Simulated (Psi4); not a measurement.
Geometry relaxation, with input and output: AlO (part 1 of 3)

- system: AlO (oxoaluminum), multiplicity 2, SMILES [O]=[Al]
- method: PBE/def2-SVP, UKS, dispersion D4 (Psi4 1.11)

The atoms were displaced at random from an optimised geometry.

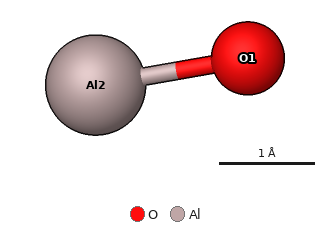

Figure 1. The structure as given in the input (ball-and-stick view, seen at a tilt; atoms are numbered from 1 in the order of the input). Sticks mark near contacts. Bond lengths as drawn: Al–O 1.68 Å.

**Results in brief**

- outcome: converged
- total energy: −317.262355 hartree
- dispersion energy: −0.000890 hartree
- basis functions: 32
- ⟨S²⟩: 0.754
- dipole moment: 3.45 D
- hardware: 1 thread of Intel Xeon @ 2.50GHz (Skylake/Cascade Lake), 12 GiB of memory available, shared host
- wall time: 17 s
- peak memory: 0.26 GiB

**The input (job.in)**
```
memory 1600 MB

molecule mol {
  0 2
  O     -0.081599    -0.070729     0.000913
  Al     0.071756    -0.053305     1.670776
}

set {
  basis        def2-SVP
  reference    uks
  geom_maxiter 60
}

e, wfn = opt('pbe-d4', return_wfn=True)
print_variables()
```

Run as:
```bash
psi4 job.in job.out -n 1
```

**The program's output**
```
Psi4 1.11 release

gradient() will perform analytic gradient computation.

   => Loading Basis Set <=

    Name: DEF2-SVP
    Role: ORBITAL
    Keyword: BASIS

   => PBE-D4(BJ,EEQ)ATM: Empirical Dispersion <=

        a1 =       0.385750
        a2 =       4.806885
       alp =      16.000000
        s6 =       1.000000
        s8 =       0.959481
        s9 =       1.000000
        ga =       3.000000
        gc =       2.000000
        wf =       6.000000

         ---------------------------------------------------------
                                   SCF
                              UKS Reference
                        1 Threads,   1525 MiB Core
         ---------------------------------------------------------

  ==> Geometry <==

    Molecular point group: c2v
    Full point group: C_inf_v

    Geometry (in Angstrom), charge = 0, multiplicity = 2:

       Center              X                  Y                   Z               Mass
    ------------   -----------------  -----------------  -----------------  -----------------
         O            0.000000000000     0.000000000000    -1.052844341795    15.994914619570
         AL          -0.000000000000     0.000000000000     0.624136215805    26.981538530000

  Running in c2v symmetry.

  Rotational constants: A = ************  B =      0.59693  C =      0.59693 [cm^-1]
  Rotational constants: A = ************  B =  17895.46873  C =  17895.46873 [MHz]
  Nuclear repulsion =   32.817571831856291

  Charge       = 0
  Multiplicity = 2
  Electrons    = 21
  Nalpha       = 11
  Nbeta        = 10

  ==> Algorithm <==

  SCF Algorithm Type is DF.
  DIIS enabled.
  MOM disabled.
  Fractional occupation disabled.
  Guess Type is SAD.
  Energy threshold   = 1.00e-08
  Density threshold  = 1.00e-08
  Integral threshold = 1.00e-12

  ==> Primary Basis <==

  Basis Set: DEF2-SVP
    Blend: DEF2-SVP
    Number of shells: 14
    Number of basis functions: 32
    Number of Cartesian functions: 34
    Spherical Harmonics?: true
    Max angular momentum: 2

  ==> DFT Potential <==

   => LibXC <=

    Version 7.1.2

   => Composite Functional: PBE-D4BJEEQATM <=

    PBE GGA Exchange-Correlation Functional

    Deriv               =              1
    GGA                 =           TRUE
    Meta                =          FALSE

    Exchange Hybrid     =          FALSE
    MP2 Hybrid          =          FALSE

   => Exchange Functionals <=

    1.0000     XC_GGA_X_PBE

   => Correlation Functionals <=

    1.0000     XC_GGA_C_PBE

   => LibXC Density Thresholds  <==

    XC_GGA_C_PBE:  1.00E-12
    XC_GGA_X_PBE:  1.00E-15

   => Molecular Quadrature <=

    Radial Scheme          =       TREUTLER
    Pruning Scheme         =           NONE
    Nuclear Scheme         =       TREUTLER

    Blocking Scheme        =         OCTREE
    BS radius alpha        =              1
    Pruning alpha          =              1
    Radial Points          =             75
    Spherical Points       =            302
    Total Points           =          43425
    Total Blocks           =            409
    Max Points             =            255
    Max Functions          =             32
    Weights Tolerance      =       1.00E-15

   => Loading Basis Set <=

    Name: (DEF2-SVP AUX)
    Role: JKFIT
    Keyword: DF_BASIS_SCF

  ==> Integral Setup <==

  DFHelper Memory: AOs need 0.002 GiB; user supplied 1.082 GiB.
  SCF_SUBTYPE=INCORE selected. In-core MEM_DF algorithm will be used.
  Using in-core AOs.

  ==> MemDFJK: Density-Fitted J/K Matrices <==

    J tasked:                   Yes
    K tasked:                    No
    wK tasked:                   No
    Memory [MiB]:              1107
    Algorithm:                 Core
    Schwarz Cutoff:           1E-12
    Mask sparsity (%):       0.1953
    Fitting Condition:        1E-10

   => Auxiliary Basis Set <=

  Basis Set: (DEF2-SVP AUX)
    Blend: DEF2-UNIVERSAL-JKFIT
    Number of shells: 63
    Number of basis functions: 205
    Number of Cartesian functions: 248
    Spherical Harmonics?: true
    Max angular momentum: 4

  Cached 100.0% of DFT collocation blocks in 0.036 [GiB].

  Minimum eigenvalue in the overlap matrix is 3.0616283133E-02.
  Reciprocal condition number of the overlap matrix is 1.0017950365E-02.
    Using symmetric orthogonalization.

  ==> Pre-Iterations <==

  SCF Guess: Superposition of Atomic Densities via on-the-fly atomic UHF (no occupation information).

   -------------------------
    Irrep   Nso     Nmo
   -------------------------
     A1        16      16
     A2         2       2
     B1         7       7
     B2         7       7
   -------------------------
    Total      32      32
   -------------------------

  ==> Iterations <==

                           Total Energy        Delta E     RMS |[F,P]|

   @DF-UKS iter SAD:  -316.74829523910967   -3.16748e+02   0.00000e+00
   @DF-UKS iter   1:  -316.76860084806611   -2.03056e-02   5.22181e-02 ADIIS/DIIS
   @DF-UKS iter   2:  -309.01116414854744    7.75744e+00   1.28684e-01 ADIIS
   @DF-UKS iter   3:  -315.77436142765151   -6.76320e+00   8.95894e-02 ADIIS/DIIS
   @DF-UKS iter   4:  -317.23893735585784   -1.46458e+00   1.30466e-02 ADIIS/DIIS
   @DF-UKS iter   5:  -317.25072895208780   -1.17916e-02   7.39052e-03 ADIIS/DIIS
   @DF-UKS iter   6:  -317.26166460815239   -1.09357e-02   5.34205e-04 ADIIS/DIIS
   @DF-UKS iter   7:  -317.26175024393757   -8.56358e-05   3.48728e-04 ADIIS/DIIS
   @DF-UKS iter   8:  -317.26178271913000   -3.24752e-05   5.55026e-05 DIIS
   @DF-UKS iter   9:  -317.26178576002644   -3.04090e-06   3.76166e-05 DIIS
   @DF-UKS iter  10:  -317.26178600297908   -2.42953e-07   7.23209e-06 DIIS
   @DF-UKS iter  11:  -317.26178601413852   -1.11594e-08   5.77982e-07 DIIS
   @DF-UKS iter  12:  -317.26178601419485   -5.63318e-11   2.93933e-07 DIIS
   @DF-UKS iter  13:  -317.26178601421213   -1.72804e-11   1.16938e-08 DIIS
   @DF-UKS iter  14:  -317.26178601421208    5.68434e-14   5.24042e-10 DIIS
  Energy and wave function converged.

  ==> Post-Iterations <==

   Electrons on quadrature grid:
      Nalpha   =   11.0000038672 ; deviation = 3.867e-06
      Nbeta    =   10.0000041216 ; deviation = 4.122e-06
      Ntotal   =   21.0000079887 ; deviation = 7.989e-06

   @Spin Contamination Metric:   3.870557545E-03
   @S^2 Expected:                7.500000000E-01
   @S^2 Observed:                7.538705575E-01
   @S   Expected:                5.000000000E-01
   @S   Observed:                5.000000000E-01

    Orbital Energies [Eh]
    ---------------------

    Alpha Occupied:

       1A1   -55.404916     2A1   -18.731915     3A1    -3.962333
       1B1    -2.568745     1B2    -2.568745     4A1    -2.566319
       5A1    -0.783348     6A1    -0.326019     7A1    -0.239245
       2B1    -0.238376     2B2    -0.238376

    Alpha Virtual:

       3B1    -0.075010     3B2    -0.075010     8A1     0.013621
       9A1     0.089835     4B1     0.271340     4B2     0.271340
      10A1     0.321835     1A2     0.370738    11A1     0.370738
       5B2     0.428432     5B1     0.428432    12A1     0.705460
      13A1     0.974772     6B2     0.989637     6B1     0.989637
      14A1     1.215617    15A1     2.583166     2A2     2.583193
       7B2     2.648072     7B1     2.648072    16A1     3.004288

    Beta Occupied:

       1A1   -55.403180     2A1   -18.722375     3A1    -3.959722
       1B1    -2.566769     1B2    -2.566769     4A1    -2.561611
       5A1    -0.760065     6A1    -0.290656     2B1    -0.229781
       2B2    -0.229781

    Beta Virtual:

       7A1    -0.192288     3B1    -0.053723     3B2    -0.053723
       8A1     0.031505     9A1     0.108018     4B1     0.284349
       4B2     0.284349    10A1     0.352302     1A2     0.388387
      11A1     0.388387     5B2     0.452836     5B1     0.452836
      12A1     0.727425     6B2     0.998040     6B1     0.998040
      13A1     1.009518    14A1     1.231279    15A1     2.588422
       2A2     2.588450     7B2     2.679838     7B1     2.679838
      16A1     3.043338

    Final Occupation by Irrep:
             A1    A2    B1    B2
    DOCC [     6,    0,    2,    2 ]
    SOCC [     1,    0,    0,    0 ]
    NA   [     7,    0,    2,    2 ]
    NB   [     6,    0,    2,    2 ]

  @DF-UKS Final Energy:  -317.26178601421208

   => Energetics <=

    Nuclear Repulsion Energy =             32.8175718318562915
    One-Electron Energy =                -506.0801662772689724
    Two-Electron Energy =                 182.9419389277605035
    DFT Exchange-Correlation Energy =     -26.9402427026883302
    Empirical Dispersion Energy =          -0.0008877938715058
    VV10 Nonlocal Energy =                  0.0000000000000000
    Total Energy =                       -317.2617860142120776

  UHF NO Occupations:
  HONO-2 :    2 B1 1.9999267
  HONO-1 :    6 A1 1.9982708
  HONO-0 :    7 A1 1.0000000
  LUNO+0 :    8 A1 0.0017292
  LUNO+1 :    3 B1 0.0000733
  LUNO+2 :    3 B2 0.0000733
  LUNO+3 :    9 A1 0.0000605

Computation Completed

Properties will be evaluated at   0.000000,   0.000000,   0.000000 [a0]

Properties computed using the SCF density matrix

 Multipole Moments:

 ------------------------------------------------------------------------------------
     Multipole            Electronic (a.u.)      Nuclear  (a.u.)        Total (a.u.)
 ------------------------------------------------------------------------------------

 L = 1.  Multiply by 2.5417464519 to convert [e a0] to [Debye]
 Dipole X            :          0.0000000            0.0000000            0.0000000
 Dipole Y            :          0.0000000           -0.0000000           -0.0000000
 Dipole Z            :          1.9486267           -0.5838950            1.3647317
 Magnitude           :                                                    1.3647317

 ------------------------------------------------------------------------------------

	total time  =          5 seconds =       0.08 minutes

         ------------------------------------------------------------
                                   SCF GRAD
         ------------------------------------------------------------

  ==> Geometry <==

    Molecular point group: c2v
    Full point group: C_inf_v

    Geometry (in Angstrom), charge = 0, multiplicity = 2:

       Center              X                  Y                   Z               Mass
    ------------   -----------------  -----------------  -----------------  -----------------
         O            0.000000000000    -0.000000000000    -1.052844341795    15.994914619570
         AL           0.000000000000     0.000000000000     0.624136215805    26.981538530000

  Nuclear repulsion =   32.817571831856291

  ==> Basis Set <==

  Basis Set: DEF2-SVP
    Blend: DEF2-SVP
    Number of shells: 14
    Number of basis functions: 32
    Number of Cartesian functions: 34
    Spherical Harmonics?: true
    Max angular momentum: 2

  ==> DFJKGrad: Density-Fitted SCF Gradients <==

    Gradient:                    1
    J tasked:                  Yes
    K tasked:                   No
    wK tasked:                  No
    Integrals threads:           1
    Memory [MiB]:             1144
    Schwarz Cutoff:          1E-12
    Fitting Condition:       1E-10

   => Auxiliary Basis Set <=

  Basis Set: (DEF2-SVP AUX)
    Blend: DEF2-UNIVERSAL-JKFIT
    Number of shells: 63
    Number of basis functions: 205
    Number of Cartesian functions: 248
    Spherical Harmonics?: true
    Max angular momentum: 4

   => Molecular Quadrature <=

    Radial Scheme          =       TREUTLER
    Pruning Scheme         =           NONE
    Nuclear Scheme         =       TREUTLER

    Blocking Scheme        =         OCTREE
    BS radius alpha        =              1
    Pruning alpha          =              1
    Radial Points          =             75
    Spherical Points       =            302
    Total Points           =          43425
    Total Blocks           =            409
    Max Points             =            255
    Max Functions          =             32
    Weights Tolerance      =       1.00E-15

  -Total Gradient:
     Atom            X                  Y                   Z
    ------   -----------------  -----------------  -----------------
       1        0.000000000000     0.000000000000    -0.018759149728
       2        0.000000000000     0.000000000000     0.018796132603

	total time  =          1 seconds =       0.02 minutes

    			-----------------------------------------

    			 OPTKING 3.0: for geometry optimizations

    			        with contributions from

    			-----------------------------------------

	                            ===> Fragment 1 <==

	 Z (Atomic Numbers)          Masses                          Geom
	       8.000000            15.994915          0.00000000 -0.00000000 -1.98958746
	      13.000000            26.981539          0.00000000  0.00000000  1.17944651

	 - Coordinate -           - BOHR/RAD -       - ANG/DEG -
	 R(1,2)           =         3.169034           1.676981

	        --- Internal Coordinate Step in ANG or DEG, aJ/ANG or AJ/DEG ---
	-------------------------------------------------------------------------------
	           Coordinate      Previous         Force          Change          New
	           ----------      --------        ------          ------        ------
	               R(1,2)       1.67698       -0.15470       -0.02554       1.65144
	-------------------------------------------------------------------------------

	                                 ==> Convergence Check <==

	Measures of convergence in internal coordinates in au.

	Criteria marked as inactive (o), active & met (*), and active & unmet ( ).

	----------------------------------------------------------------------------------------------~
	   Step    Total Energy     Delta E     Max Force     RMS Force      Max Disp      RMS Disp   ~
	----------------------------------------------------------------------------------------------~
	  Convergence Criteria     1.00e-06 *    3.00e-04 *             o    1.20e-03 *             o~
	----------------------------------------------------------------------------------------------~
	     1    -317.26178601   -3.17e+02      1.88e-02      1.88e-02 o    4.83e-02      4.83e-02 o  ~
	----------------------------------------------------------------------------------------------

Next Geometry in Ang
	Fragment 1 (Ang)

	    O   0.0000000000  -0.0000000000  -1.0400723796
	   Al   0.0000000000   0.0000000000   0.6113642536

    Structure for next step:
    Molecular point group: c2v
    Full point group: C_inf_v

    Geometry (in Angstrom), charge = 0, multiplicity = 2:

    O           -0.000000000000     0.000000000000    -1.036807318524
    AL           0.000000000000     0.000000000000     0.614629314718

gradient() will perform analytic gradient computation.

  ==> Geometry <==

    Molecular point group: c2v
    Full point group: C_inf_v

    Geometry (in Angstrom), charge = 0, multiplicity = 2:
```
